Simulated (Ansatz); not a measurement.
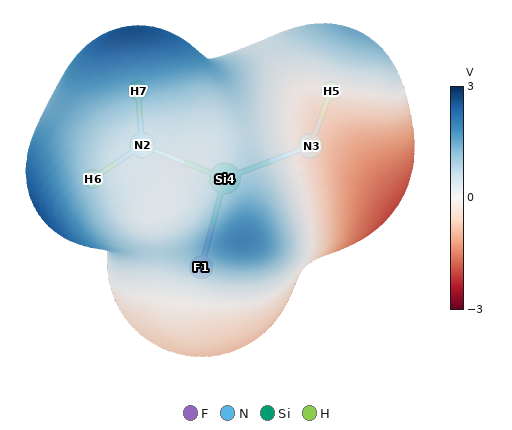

FH3N2Si. The molecular electrostatic potential painted on the density surface at 0.002 e/bohr³, seen at a tilt; red is negative and blue positive.

Geometry: PBE0-D3(BJ)/def2-SVP.

Computed with Ansatz, isolated molecule in a Gaussian basis; Kohn-Sham density functional theory, functional PBE0.

```yaml
atoms:
  - { symbol: F, position_ang: [1.2264, -0.9389, -1.9634] }
  - { symbol: N, position_ang: [-0.9023, -0.5212, -0.5515] }
  - { symbol: N, position_ang: [1.8340, 0.5274, 0.2803] }
  - { symbol: Si, position_ang: [0.7569, -0.2188, -0.6037] }
  - { symbol: H, position_ang: [1.6357, 1.0084, 1.1498] }
  - { symbol: H, position_ang: [-1.3878, -1.0478, -1.2677] }
  - { symbol: H, position_ang: [-1.5001, -0.1938, 0.1959] }
```

Question: Where is the surface potential most negative and most positive?

Answer: The most negative region (about −2.2 V, or −51 kcal/mol for a unit charge) lies over N3, the most positive (about +2.6 V, or +60 kcal/mol for a unit charge) over H6 and H7. N3 is the likeliest acceptor of a hydrogen bond.

Question: How polar is the molecule by this calculation?

Answer: Its dipole moment is 4.42 D.
